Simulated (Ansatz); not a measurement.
# CH$_{6}$ClFSi$_{2}$ (SMILES C[Si](F)([SiH3])Cl): what the fields show

```yaml
atoms:
  - { symbol: C, position_ang: [-0.0774, -0.4860, 1.6995] }
  - { symbol: Si, position_ang: [0.7490, 0.0660, 0.1388] }
  - { symbol: F, position_ang: [1.9236, -0.9678, -0.2001] }
  - { symbol: Si, position_ang: [-0.6328, 0.2727, -1.7397] }
  - { symbol: Cl, position_ang: [1.6406, 1.8915, 0.4663] }
  - { symbol: H, position_ang: [0.6497, -0.5349, 2.5137] }
  - { symbol: H, position_ang: [-0.8673, 0.2132, 1.9828] }
  - { symbol: H, position_ang: [-0.5203, -1.4762, 1.5663] }
  - { symbol: H, position_ang: [-1.6881, 1.2800, -1.4514] }
  - { symbol: H, position_ang: [0.1699, 0.7150, -2.9085] }
  - { symbol: H, position_ang: [-1.2817, -1.0305, -2.0472] }
```

Geometry: PBE0-D4/def2-TZVP.

Theory: Ansatz, RKS PBE0-D4/def2-TZVPP.

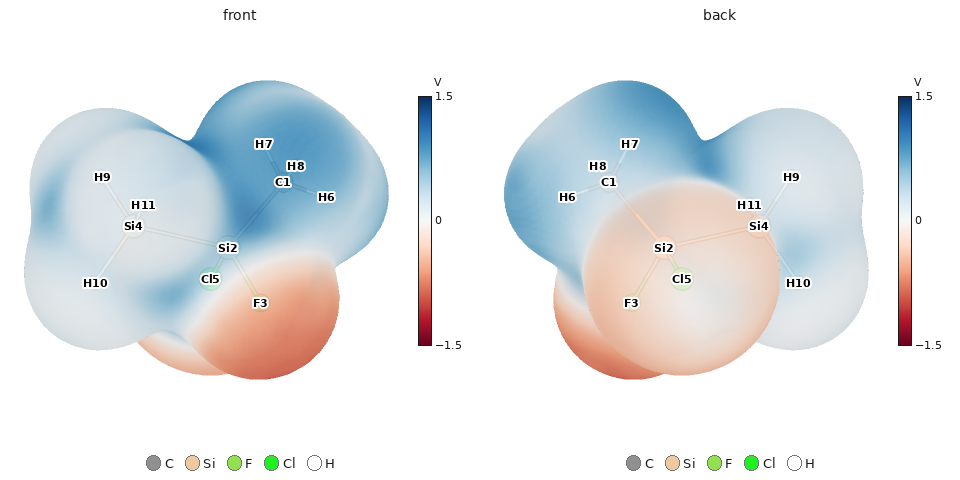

Figure 1. The electrostatic potential painted on the density surface at 0.001 e/bohr³, seen from the front and from behind; the colour scale runs from red (negative) to blue (positive).

**Which sites attract a positive test charge, and which a negative one?**

A positive charge is drawn to the negative regions and a negative charge to the positive ones. The most negative region (about −0.8 V) lies over F3, the most positive (about +1.0 V) over Si2 and Si4.

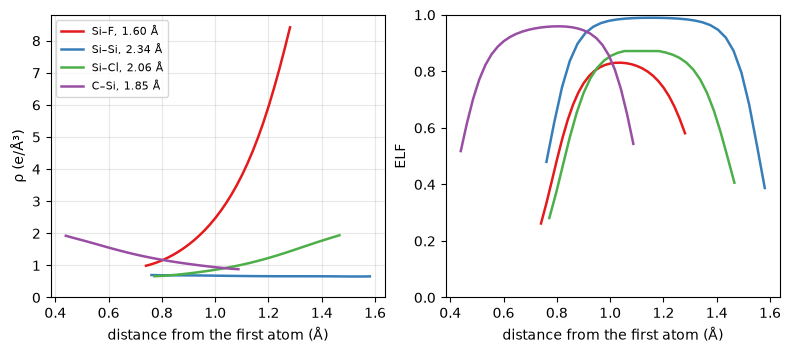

Figure 2. Total electron density and electron localisation function along straight lines between neighbouring atoms. The curves leave out the atomic cores.

**What can be read from the curves?**

Si–F (1.60 Å): the density is about 1.2 e/Å³ at the midpoint; the ELF peaks at about 0.85 in the valence shell of F, 0.6 Å from its nucleus, and is about 0.50 at the midpoint.
Si–Si (2.34 Å): the density is about 0.66 e/Å³ at the midpoint; the ELF peaks at about 1 between the atoms (a covalent bond).
Si–Cl (2.06 Å): ρ at the midpoint is about 0.9 e/Å³; the ELF peaks at about 0.85 between the atoms, as expected for a shared but strongly polarised pair.
C–Si (1.85 Å): the density is about 1 e/Å³ at the midpoint; the ELF peaks at about 0.95 between the atoms (a covalent bond).

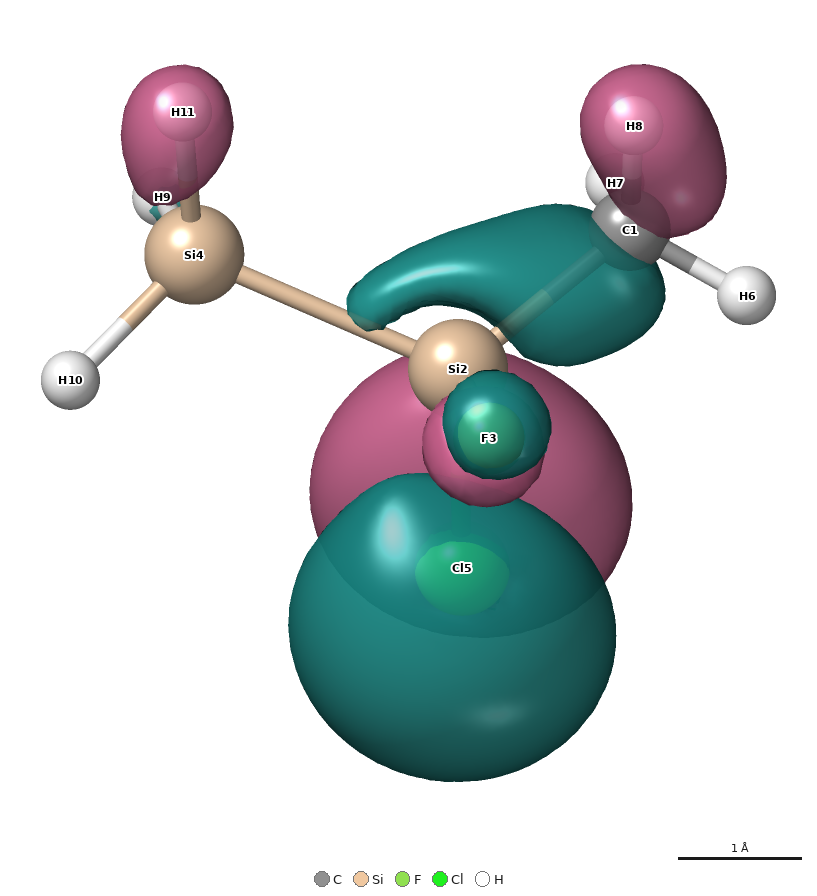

Figure 3. The HOMO−1 at ±0.08 Å⁻³ᐟ² (teal and pink are the two phases), seen across its widest extent.

**What is the character of this orbital?**

By Hirshfeld shares it lies mainly on Cl5 (about 80 %); largely a lone pair of Cl5. Its energy is −9.42 eV.
